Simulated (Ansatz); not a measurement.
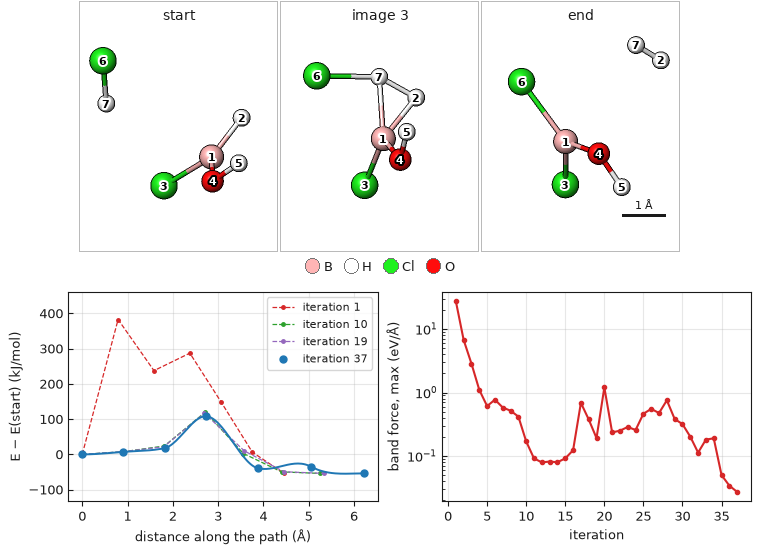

NEB run on BH3OCl2, made up at the start of BH₂OCl and HCl. Images are numbered from 0 (start) to 6 (end). The plot follows the band through its iterations. A ball-and-stick model, seen from a free direction.

Theory: RKS PBE0-D4/def2-SVP in Ansatz.

Input file:
```yaml
crystal:
  periodic: [false, false, false]
  atoms:
    - { symbol: B, position_ang: [-0.079167, -0.5134, 0.000688] }
    - { symbol: H, position_ang: [-0.253527, -1.042469, 1.068108] }
    - { symbol: Cl, position_ang: [1.572127, -0.06268, -0.463085] }
    - { symbol: O, position_ang: [-1.049424, -0.263952, -0.883216] }
    - { symbol: H, position_ang: [-1.922461, -0.51958, -0.56459] }
    - { symbol: Cl, position_ang: [0.072964, 2.497226, 1.651088] }
    - { symbol: H, position_ang: [0.976087, 1.909856, 0.939206] }
basis:
  gaussian: { orbitals: def2-SVP }
hamiltonian:
  xc: pbe0
  dispersion: d4
neb:
  order_check: false
  images: 5
  f_tol: 0.03
  max_iterations: 60
  final_atoms:
    - { symbol: B, position_ang: [-0.18325226, 0.72940527, -0.53410006] }
    - { symbol: H, position_ang: [0.62169295, -0.5857091, 2.44162875] }
    - { symbol: Cl, position_ang: [1.23506447, -0.11327052, -1.16320392] }
    - { symbol: O, position_ang: [-1.40526302, 0.18784118, -0.60360487] }
    - { symbol: H, position_ang: [-1.41340566, -0.68368851, -1.01527436] }
    - { symbol: Cl, position_ang: [-0.00286941, 2.31106224, 0.19609304] }
    - { symbol: H, position_ang: [0.46463193, 0.15936043, 2.42666043] }
  initial_path:
    images:
      - { positions_ang: [[-0.079167, -0.5134, 0.000688], [-0.253527, -1.042469, 1.068108], [1.572127, -0.06268, -0.463085], [-1.049424, -0.263952, -0.883216], [-1.922461, -0.51958, -0.56459], [0.072964, 2.497226, 1.651088], [0.976087, 1.909856, 0.939206]] }
      - { positions_ang: [[-0.04889203, -0.33736569, -0.0033223], [-0.18903639, -0.71975967, 1.22020774], [1.60275718, -0.0201571, -0.59667281], [-1.09137853, -0.15657261, -0.84587668], [-1.84622302, -0.61239187, -0.58838472], [0.19504448, 2.3209335, 1.36901881], [0.69432732, 1.53031443, 1.19322895]] }
      - { positions_ang: [[-0.01861706, -0.16133137, -0.0073326], [-0.12454579, -0.39705035, 1.37230748], [1.63338736, 0.0223658, -0.73026062], [-1.13333306, -0.04919322, -0.80853735], [-1.76998505, -0.70520374, -0.61217944], [0.31712496, 2.14464101, 1.08694963], [0.41256764, 1.15077287, 1.4472519]] }
      - { positions_ang: [[0.0116579, 0.01470294, -0.0113429], [-0.06005518, -0.07434102, 1.52440721], [1.66401754, 0.0648887, -0.86384842], [-1.17528759, 0.05818618, -0.77119803], [-1.69374707, -0.79801561, -0.63597415], [0.43920544, 1.96834851, 0.80488044], [0.13080796, 0.7712313, 1.70127485]] }
      - { positions_ang: [[-0.05331215, 0.25293705, -0.18559528], [0.1671942, -0.24479704, 1.83014773], [1.52103318, 0.00550229, -0.96363359], [-1.25194606, 0.10140451, -0.71533364], [-1.60029994, -0.75990658, -0.76240756], [0.29184715, 2.08258642, 0.60195131], [0.24208262, 0.56727435, 1.94307004]] }
      - { positions_ang: [[-0.1182822, 0.49117116, -0.35984767], [0.39444357, -0.41525307, 2.13588824], [1.37804883, -0.05388411, -1.06341876], [-1.32860454, 0.14462285, -0.65946926], [-1.5068528, -0.72179754, -0.88884096], [0.14448887, 2.19682433, 0.39902217], [0.35335728, 0.36331739, 2.18486524]] }
      - { positions_ang: [[-0.18325226, 0.72940527, -0.53410006], [0.62169295, -0.5857091, 2.44162875], [1.23506447, -0.11327052, -1.16320392], [-1.40526302, 0.18784118, -0.60360487], [-1.41340566, -0.68368851, -1.01527436], [-0.00286941, 2.31106224, 0.19609304], [0.46463193, 0.15936043, 2.42666043]] }
```

Command:
```bash
ansatz run input.yaml --threads 1 --pin off --max-ram 2048MiB --backend cpu --events-out ev --progress --plain --runs-dir out
```

How did the profile develop, and is the result final?

The run is converged, with reservations. The band converged in 37 iterations. The largest component of the band force went from 27 to 0.027 eV/Å. The climbing image converged on the top of the path. Its vibrational analysis gives one imaginary mode (878i cm⁻¹), as a transition state must have. The first iteration put the highest image at 382.7 kJ/mol. Forward barrier 108.3 kJ/mol, backward barrier 162.2 kJ/mol, with image 3 at the top; the reaction energy is −53.8 kJ/mol.

Limits of the set-up: the start holds two separate molecules, 2.5 Å apart at their closest, whose relative position is a soft coordinate.
